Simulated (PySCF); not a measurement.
## A study: C₂H₇P, SMILES `CPC`

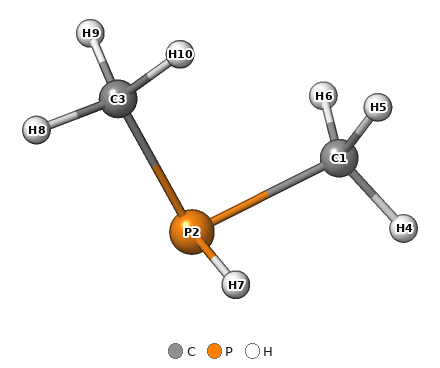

The molecule, with its atoms numbered as below. No frequency check shows the geometry to be a minimum.

Geometry (Å), atoms numbered from 1:

```
C1      -1.4023    0.5355   -0.0170
P2       0.0001   -0.6689    0.1085
C3       1.4022    0.5356   -0.0170
H4      -2.3289   -0.0142   -0.1684
H5      -1.2552    1.2361   -0.8371
H6      -1.4784    1.0861    0.9199
H7       0.0002   -1.0095   -1.2521
H8       2.3289   -0.0140   -0.1684
H9       1.4782    1.0862    0.9199
H10      1.2550    1.2362   -0.8371
```

### 1. Bonding charge

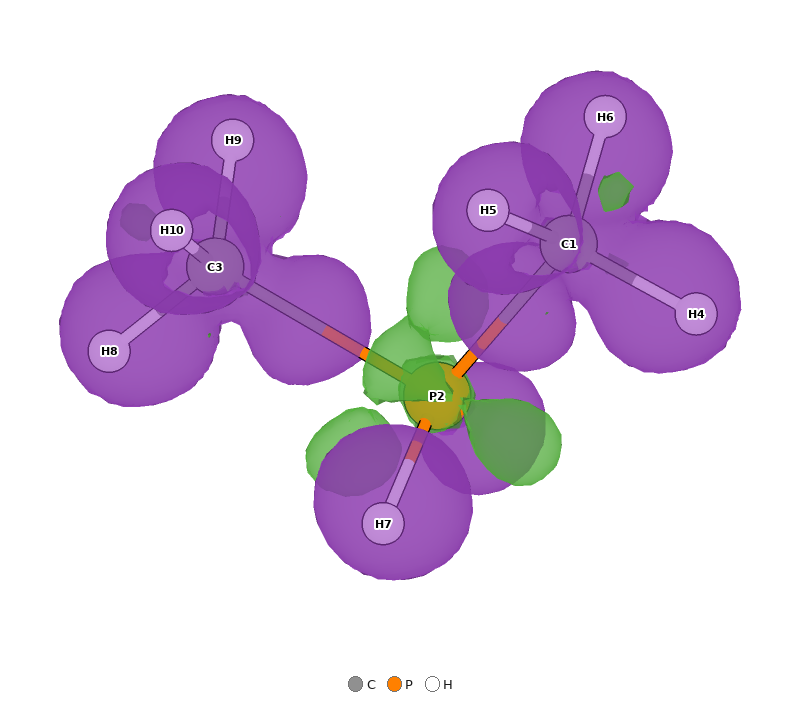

Deformation density (molecule less spherical, spin-averaged free atoms at the same positions), surfaces at ±0.09 e/Å³; purple: gain, green: loss.

Method: PBE/def2-TZVP; geometry: GFN2-xTB; program: PySCF.

> Describe the bonding that the map shows.

C1–H5 and C3–H10: +0.66 e/Å³ at the bond critical point (bond length 1.09 Å, Mayer order 1.0). C1–H4 and C3–H8: +0.66 e/Å³ at the bond critical point (bond length 1.09 Å, Mayer order 1.0). C1–H6 and C3–H9: +0.66 e/Å³ at the bond critical point (bond length 1.09 Å, Mayer order 1.0). P2–H7: +0.23 e/Å³ at the bond critical point (bond length 1.40 Å, Mayer order 1.0). P2–C3 and C1–P2: +0.18 e/Å³ at the bond critical point (bond length 1.85 Å, Mayer order 1.0). In all, 2.0 electrons gather in the regions of gain relative to the promolecule.

### 2. Local ionisation energy

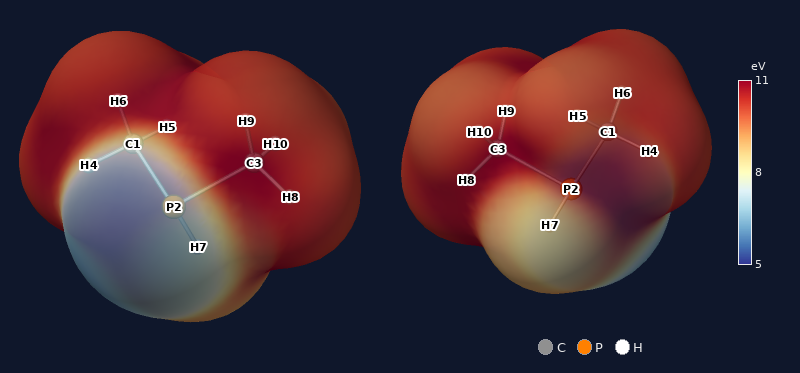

Average local ionisation energy on the surface of electron density 0.001 a.u. (back view left, front view right).

> Locate the minima of the map.

The lowest value is 5.9 eV, 2.4 Å from P2. Further minima include 8.4 eV, 1.4 Å from H7; 9.6 eV, 1.4 Å from H5, and at like points elsewhere. For comparison, the highest occupied orbital lies at −5.6 eV.

> What volume does the surface enclose, and what is the dipole moment?

About 101 Å³; the dipole moment is 1.3 D.

### 3. In an electric field

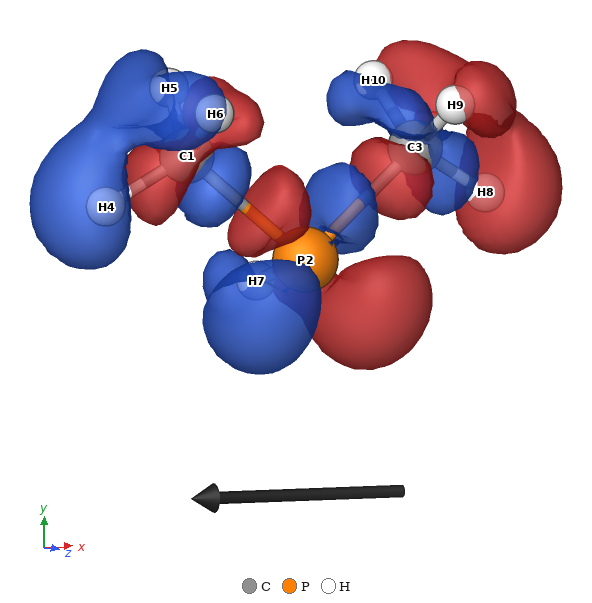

Change of the electron density in a uniform field of 0.21 V/Å along −x (arrow), surfaces at ±0.002 e/Å³ (red: gain, blue: loss).

PySCF calculation, PBE/def2-TZVP, gas phase; geometry: GFN2-xTB. A basis without diffuse functions makes polarisabilities too small.

The field was applied in both directions; the picture shows the one opposite to the script's first.

> How large is the response?

The induced dipole is 0.60 D (along the field); α along this axis, from the fields in both directions, is 59 bohr³ (8.7 Å³).

### 4. Removing or adding an electron

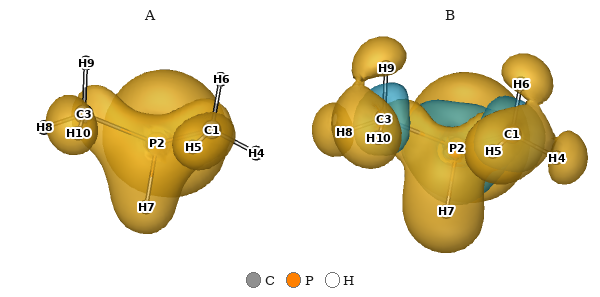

The Fukui function f⁻ from two separate SCF calculations and the density of the HOMO, at ±0.015 e/Å³ (yellow positive, teal negative).

> Which panel is which, and how good is the frozen-orbital picture?

B is f⁻ (it has negative regions), A the HOMO density. The HOMO lies on P2 (70 %), C1 and C3 (8 % each) and H7 (6 %); f⁻ (Hirshfeld-condensed) is largest on P2 (0.45); the vertical ionisation energy is 8.91 eV (the stability of the cation's solution wasn't checked). Relaxation shifts 26 % of the electron between atoms. The orbital energy is −5.61 eV.
